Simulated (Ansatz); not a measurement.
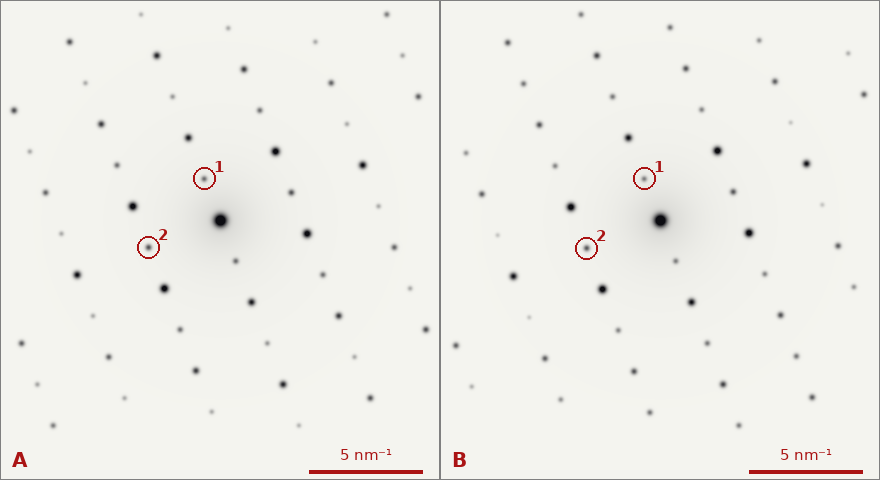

Kinematic electron diffraction patterns (200 kV, B = 0.5 Å², same scale) along [110] of the run's own cell, for the start and the end of one relaxation of CeGa3B with DFT, PAW plane waves, pbe (Ansatz 0.2.0). k mesh 6×6×6. The start is a generated model structure, and the relaxation ends in the nearest stationary point of its symmetry, not necessarily the ground state. Spot 1 is 0 0 -1 and spot 2 is -1 1 0 in both.

Start structure:

```yaml
crystal:
  lattice:
    - [0.00000, 4.15236, 0.00000]
    - [4.15236, 0.00000, 0.00000]
    - [2.07618, 2.07618, -5.10027]
  atoms:
    - { symbol: Ce, position: [0.13650, 0.13650, 0.72700] }
    - { symbol: B, position: [0.52210, 0.52210, 0.95580] }
    - { symbol: Ga, position: [0.88580, 0.38580, 0.22840] }
    - { symbol: Ga, position: [0.38580, 0.88580, 0.22840] }
    - { symbol: Ga, position: [0.75040, 0.75040, 0.49920] }
```

Question: Which pattern belongs to the start structure, and which to the relaxed one?

Answer: A is the start: its cell gives d(1) = 5.100 Å, d(2) = 2.936 Å and an angle of 90.0°. B is the relaxed structure, with d(1) = 5.101 Å (+0.0 %), d(2) = 2.861 Å (-2.6 %) and 90.0°.

Question: Name reflections whose intensity changes strongly on relaxation.

Answer: 0 0 4 goes from 34 to 19 % of the strongest spot.

Question: What did the relaxation do to the structure and the energy?

Answer: The volume changed by -5.1 % to 16.70 Å³ an atom; with the mean shift removed, the atoms moved by up to 0.18 Å relative to the cell (Ga most); the space group stayed I4mm (No. 107); the free energy fell by 81 meV an atom. Relaxed cell: a = 4.046 Å, b = 4.046 Å, c = 5.848 Å, α = 69.76°, β = 69.76°, γ = 90.00°.
